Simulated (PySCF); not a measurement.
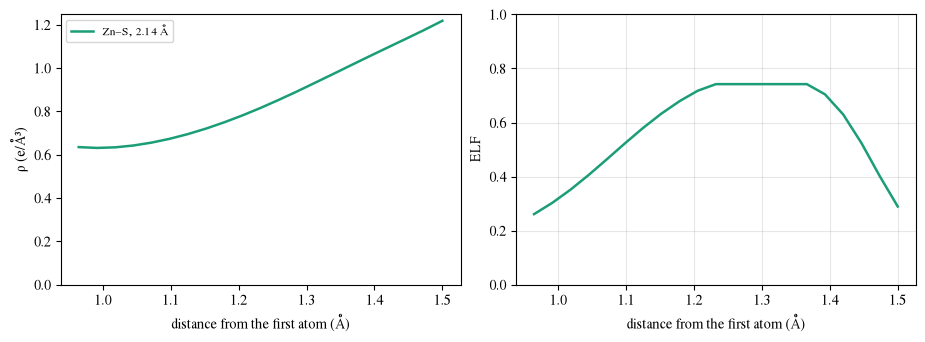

Figure 1: ZnS (charge −1, doublet). Electron density and electron localisation function along straight lines between neighbouring atoms. The curves leave out the atomic cores.

Level of theory: PBE0/def2-TZVPPD, non-relativistic Hamiltonian with scalar-relativistic core potentials where named, at a bond length of 2.143 Å (PySCF).

What can be read from the curves?

Zn–S (2.14 Å): the density is about 0.66 e/Å³ at the midpoint; the ELF peaks at about 0.75 in the valence shell of S, 0.9 Å from its nucleus, and is about 0.45 at the midpoint.
